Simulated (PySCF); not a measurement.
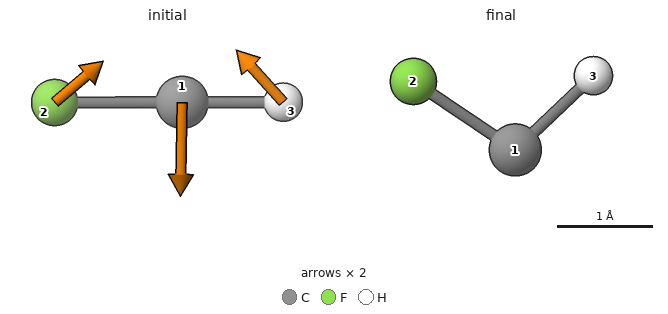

The structure of HCF before (left) and after (right) a relaxation, at one scale. The orange arrows give the displacements, magnified 2 times.

A ball-and-stick model, seen face on.

The start comes from MMFF94s.

Method: PBE0-D3(BJ)/def2-SVP geometry optimisation, gas phase (PySCF). 

> Describe what moved and what it gained.

The largest move after the best rigid fit is that of C1, 0.50 Å. By element the largest moves are C 0.50 Å, H 0.38 Å, F 0.34 Å. Near-neighbour distances that change, for instance: C1–H3 1.065 → 1.135 Å, C1–F2 1.343 → 1.294 Å. Among the angles between lasting bonds that change: F2–C1–H3 180.0° → 102.4°. After 11 geometry steps the energy has fallen by 323.1 kJ/mol.
